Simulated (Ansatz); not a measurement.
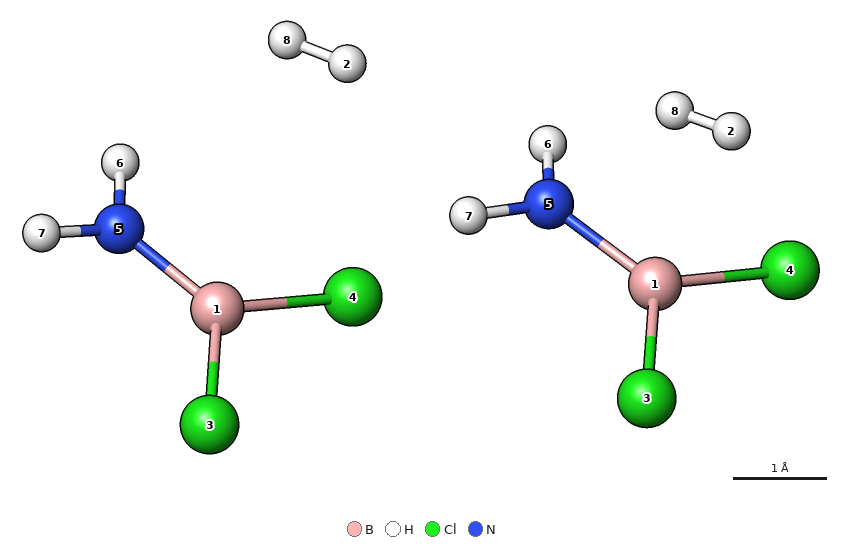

Two geometries of BNH4Cl2, drawn at one scale. One is the start of a relaxation, the other its converged end. A ball-and-stick model, seen at a tilt.

Method: Ansatz, RHF/def2-SVP. (no spin polarisation; force threshold 0.03 eV/Å; at most 50 steps)

### Which geometry has the lower energy?

The left one is the relaxed one. The run prepares an end point of a later path (reaction) calculation, from a guessed geometry. Over 10 accepted moves (11 points after the start) the energy falls by 45.5 kJ/mol. The largest force component goes from 2.6 to 0.0071 eV/Å. The line search rejected the trial step at point 10 of the run. The forces were under the threshold at step 8, but the run went on from there. The largest move after the best rigid fit is that of H8, 1.10 Å. Largest moves by element: H 1.10 Å, Cl 0.45 Å, B 0.43 Å, N 0.36 Å. Some distances before and after: B1–N5 1.458 → 1.382 Å, H2–H8 0.709 → 0.747 Å, B1–Cl3 1.768 → 1.775 Å.

Limits of the set-up: the start holds two separate molecules, 2.3 Å apart at their closest, whose relative position is a soft coordinate and is computed without a dispersion correction; Hartree-Fock leaves out electron correlation.
